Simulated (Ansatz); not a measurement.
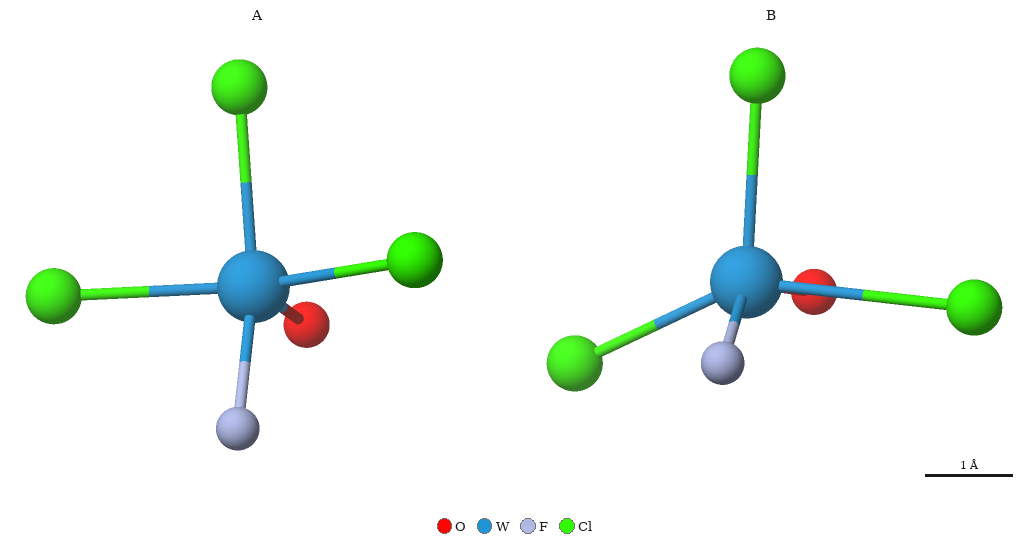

Two geometries of WOCl3F (coarse preliminary run), drawn at one scale. One is the start of a relaxation, the other its converged end. A ball-and-stick model, seen at a tilt.

Computed with RKS PBE-D4/def2-SVP in Ansatz. Set-up: force threshold 0.03 eV/Å; at most 200 steps.

Q: Which geometry has the lower energy?

A: Structure A is the relaxed one. The start comes from a force field. The energy falls by 49.8 kcal/mol in 9 geometry steps. The largest force component goes from 4.7 to 0.021 eV/Å. The F atom moves most after the best rigid fit: 1.15 Å. By element the largest moves are F 1.15 Å, Cl 1.03 Å, O 0.40 Å, W 0.25 Å. Near-neighbour distances that change, for instance: Cl–W 2.774 → 2.312 Å, O–W 1.820 → 1.695 Å, Cl–W 2.382 → 2.311 Å, F–W 1.938 → 1.884 Å. Bond angles that change, for instance: O–W–F 144.2° → 104.1°, F–W–Cl 115.5° → 153.5°, Cl–W–Cl 117.5° → 88.3°.
